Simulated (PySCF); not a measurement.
System: C₆H₇OP (SMILES C=Cc1occ(C)p1).

| atom | x (Å) | y (Å) | z (Å) |
| --- | --- | --- | --- |
| C | -3.2695 | 0.3526 | -0.1592 |
| C | -2.3457 | -0.5661 | -0.4296 |
| C | -0.9289 | -0.3355 | -0.3473 |
| O | -0.1291 | -1.3747 | -0.6598 |
| C | 1.1608 | -1.0515 | -0.5531 |
| C | 1.4300 | 0.2218 | -0.1629 |
| C | 2.7989 | 0.7847 | 0.0335 |
| P | -0.0872 | 1.1110 | 0.0990 |
| H | -2.9885 | 1.3476 | 0.1447 |
| H | -4.3203 | 0.1381 | -0.2333 |
| H | -2.6249 | -1.5661 | -0.7359 |
| H | 1.8582 | -1.8359 | -0.7922 |
| H | 3.1381 | 0.6080 | 1.0544 |
| H | 3.5067 | 0.3156 | -0.6470 |
| H | 2.7970 | 1.8585 | -0.1388 |

Geometry: GFN2-xTB.

All numbers below come from PBE0/pcSseg-1, SCF density, gas phase, non-relativistic in PySCF.

> What will maps of the electron density and electron localisation function show?

C–C (1.33 Å): the density is about 2.3 e/Å³ at the midpoint; the ELF peaks at about 0.95 between the atoms (a short, multiple covalent bond).
C–O (1.33 Å): ρ at the midpoint is about 2.4 e/Å³; the ELF peaks at about 0.90 between the atoms, as expected for a shared but strongly polarised pair.
C–P (1.73 Å): ρ is about 1.3 e/Å³ halfway; the ELF peaks at about 0.95 between the atoms: localised, covalent bonding.
C–H (1.07 Å): ρ is about 2.1 e/Å³ halfway; the ELF climbs to about 1 towards the hydrogen, as it does in any bond to H; an ordinary covalent bond to hydrogen.

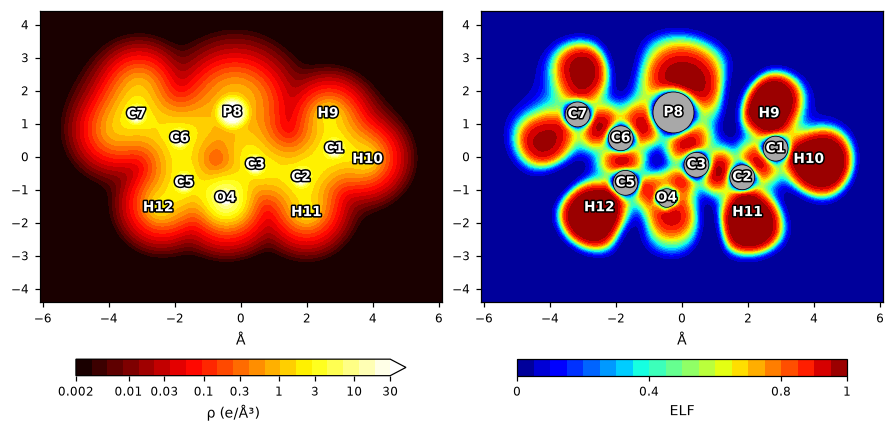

Computed electron density and electron localisation function on the plane of atoms C5, C6 and P8, in this order. Grey discs cover the atomic cores in the ELF map. 
